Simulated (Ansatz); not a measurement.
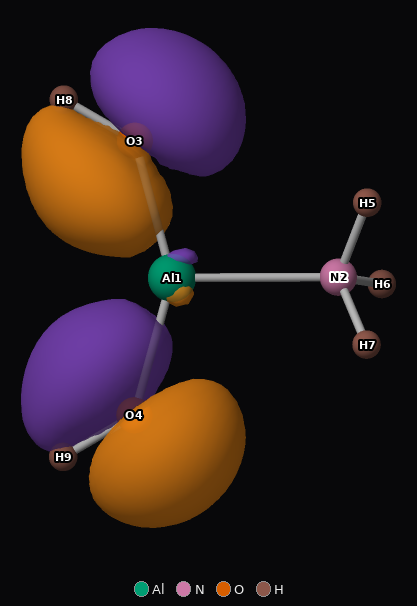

*AlH₅NO₂ (SMILES [NH3+][Al]([OH])[OH]) (charge +1). The HOMO−1 at ±0.1 Å⁻³ᐟ² (orange and purple are the two phases), seen across its widest extent.*

Geometry: BLYP-D3(BJ)/def2-SVP.

Method: Ansatz, isolated molecule in a Gaussian basis; Kohn-Sham density functional theory, functional PBE0.

```yaml
atoms:
  - { symbol: Al, position_ang: [-0.0630, 0.9219, -1.6589] }
  - { symbol: N, position_ang: [-0.7021, -0.9340, -1.5302] }
  - { symbol: O, position_ang: [-1.4153, 1.8713, -1.3985] }
  - { symbol: O, position_ang: [1.5704, 0.8052, -1.9985] }
  - { symbol: H, position_ang: [-1.7064, -1.0218, -1.7722] }
  - { symbol: H, position_ang: [-0.6063, -1.3244, -0.5738] }
  - { symbol: H, position_ang: [-0.1749, -1.5772, -2.1493] }
  - { symbol: H, position_ang: [-1.5922, 2.8262, -1.3612] }
  - { symbol: H, position_ang: [2.2939, 1.4380, -2.1422] }
```

### Describe this orbital and give its energy.

It lies mainly on O4 (about 45 %) and O3 (about 45 %); largely a combination of lone pairs on O4 and O3. Its energy is −14.32 eV.
